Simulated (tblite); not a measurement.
# C5H12B2OSi: the cost of one run

Computed with tblite 0.8.0 and PySCF 2.14.0, with density-fitted response routines of our own, on a single molecule in the gas phase. Atoms are numbered from 0 throughout.

## (1) Starting geometry

21 atoms, charge 0, multiplicity 1; geometry from: force field or distance geometry start.

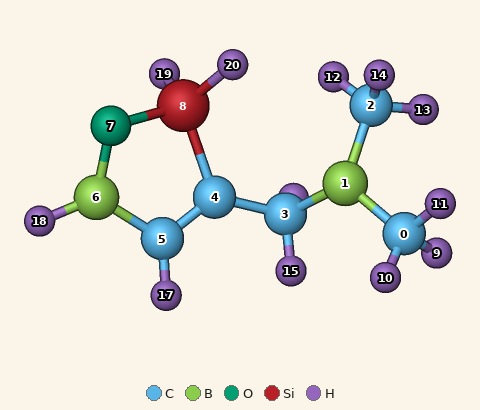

As it starts; carbon blue, boron green, oxygen teal, silicon red, hydrogen purple, atoms numbered.

## (2) Relaxing the molecule with GFN2-xTB

The job: settings as JSON, then the geometry in Å.

```
{"job": {"kind": "relax", "xc": "GFN2-xTB", "basis": "xTB"}, "charge": 0, "multiplicity": 1}
C     -2.663500     0.881000    -0.027100
B     -1.378200    -0.033200    -0.007700
C     -1.666700    -1.586300     0.321400
C     -0.189300     0.268300    -1.032700
C      1.129500     0.384400    -0.369000
C      1.988800     1.390700    -0.341300
B      3.268800     1.056000     0.474900
O      3.090900    -0.040900     1.422500
Si     1.886100    -1.012600     0.613200
H     -3.214000     0.769500    -0.981900
H     -2.474800     1.939700     0.160900
H     -3.374000     0.554100     0.798900
H     -0.815200    -2.230200     0.045900
H     -2.599200    -1.878100    -0.236100
H     -1.878900    -1.728300     1.412700
H     -0.418400     1.252900    -1.462400
H     -0.175400    -0.466900    -1.856000
H      1.804500     2.347000    -0.840000
H      4.272100     1.711900     0.529400
H      2.464500    -2.035300    -0.227800
H      0.933300    -1.526700     1.601600
```

On the command line:

```bash
OMP_NUM_THREADS=1 python probes_run.py task.json out
```

The driver reads the jobs from task.json and runs them one after another.

**Question.** How long does this first job take on 1 thread of Arm Neoverse V1, shared host, and how much memory does it need?

About 1.3 s, with a peak of 0.18 GiB.
